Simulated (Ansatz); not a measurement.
**H10N2O4SiTi: density, localisation and related maps**

Input file:

```
crystal:
  periodic: [false, false, false]
  atoms:
    - {symbol: Si, position_ang: [-1.478848, -0.457084, -0.260789]}
    - {symbol: N, position_ang: [-1.358995, -2.198244, -1.070460]}
    - {symbol: N, position_ang: [-0.950428, 1.180206, 0.520801]}
    - {symbol: H, position_ang: [-0.043291, -1.704198, -0.800358]}
    - {symbol: O, position_ang: [0.231337, -0.730137, -0.337968]}
    - {symbol: Ti, position_ang: [1.211030, 0.822254, 0.422855]}
    - {symbol: O, position_ang: [1.392550, 2.353859, -0.534466]}
    - {symbol: O, position_ang: [1.303906, 1.061501, 2.219828]}
    - {symbol: O, position_ang: [2.758181, -0.040882, 0.067764]}
    - {symbol: H, position_ang: [-2.194877, 0.165058, -1.409857]}
    - {symbol: H, position_ang: [-2.263863, -0.922411, 0.917092]}
    - {symbol: H, position_ang: [-1.664727, -2.290177, -2.029580]}
    - {symbol: H, position_ang: [-1.710703, -2.985188, -0.542327]}
    - {symbol: H, position_ang: [-1.238197, 1.325047, 1.481704]}
    - {symbol: H, position_ang: [-1.190071, 2.016364, 0.000598]}
    - {symbol: H, position_ang: [2.179933, 2.536552, -1.052034]}
    - {symbol: H, position_ang: [2.055204, 0.756772, 2.733387]}
    - {symbol: H, position_ang: [2.961758, -0.889092, -0.325887]}
basis:
  gaussian: {orbitals: def2-TZVPP}
hamiltonian: {xc: pbe0, dispersion: d4}
output: {orbitals: {seedname: orbitals}}
```

Command:

```sh
ansatz run in.yaml --threads 5 --pin off --events-out ev --progress --plain --max-ram 66560MiB --backend cuda --devices 0, --max-vram 37GiB
```

A transition-state structure; geometry: PBE0-D4/def2-TZVP.

Theory: Ansatz, RKS PBE0-D4/def2-TZVPP.

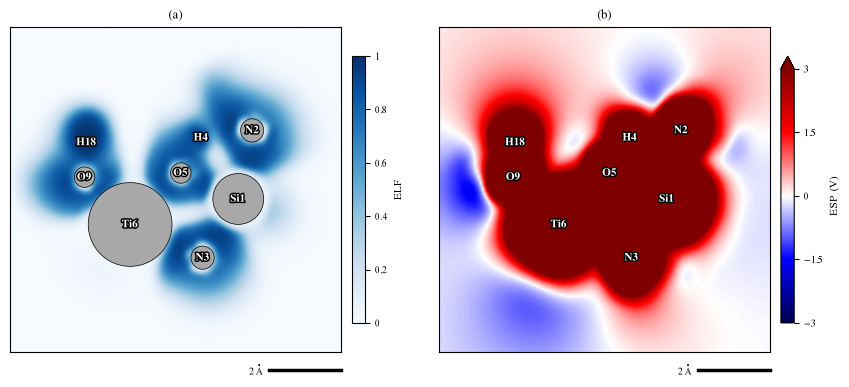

Figure 1. (a) ELF; (b) molecular electrostatic potential on the plane of atoms N3, Ti6 and O9. Grey discs cover the atomic cores in the ELF map.

> Describe what can be read from this map.

- Atoms in the plane: Si, N, H, O and Ti.
- Si–O (1.73 Å): the ELF peaks at about 0.90 between the atoms; a polar covalent bond.
- Ti–O (1.81 Å): the ELF peaks at about 0.85 in the valence shell of O, 0.5 Å from its nucleus, and is about 0.25 at the midpoint.
- Si–N (1.89 Å): the ELF peaks at about 0.95 between the atoms, as expected for a polar covalent bond.
- Ti–N (2.19 Å): the ELF peaks at about 0.90 in the valence shell of N, 0.8 Å from its nucleus, and is about 0.30 at the midpoint.
- Ti–Si (3.06 Å): the ELF is about 0.15 at the midpoint.
- The ELF also peaks beside N2, away from the bonds: lone-pair regions.
- Outside the dense part of the molecule the potential is most negative (−1.6 V) near O9.

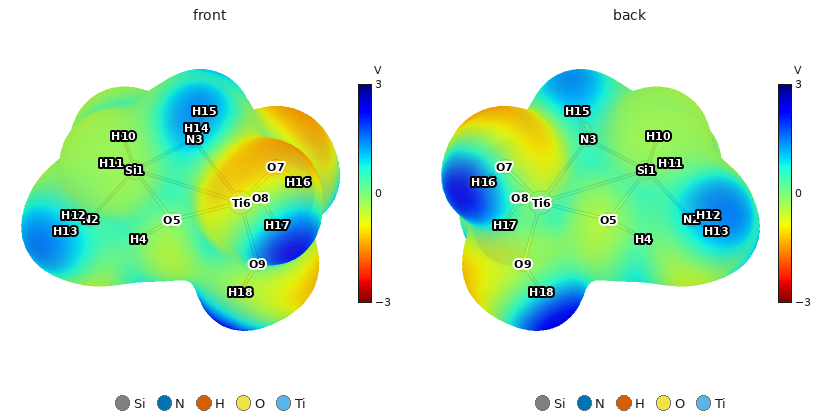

Figure 2. The electrostatic potential painted on the density surface at 0.002 e/bohr³, seen from the front and from behind; red is negative and blue positive.

> Where is the surface potential most negative and most positive?

The most negative region (about −1.4 V, or −32 kcal/mol for a unit charge) lies over O7 and O8, the most positive (about +2.3 V, or +53 kcal/mol for a unit charge) over H16 and H18.

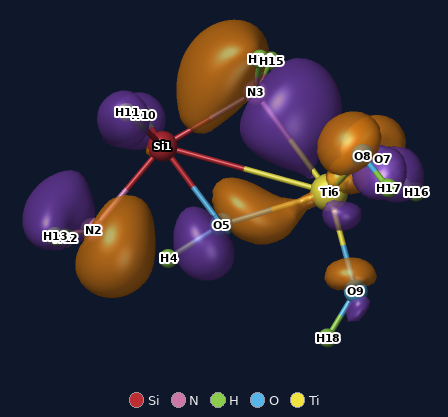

Figure 3. The HOMO−1 at ±0.1 Å⁻³ᐟ² (orange and purple are the two phases), seen at a tilt.

> Where does this orbital lie, and at what energy?

By Hirshfeld shares it lies mainly on N3 (about 30 %), N2 (about 15 %), O5 (about 10 %), Ti6 (about 10 %) and Si1 (about 5 %). Its energy is −8.09 eV.
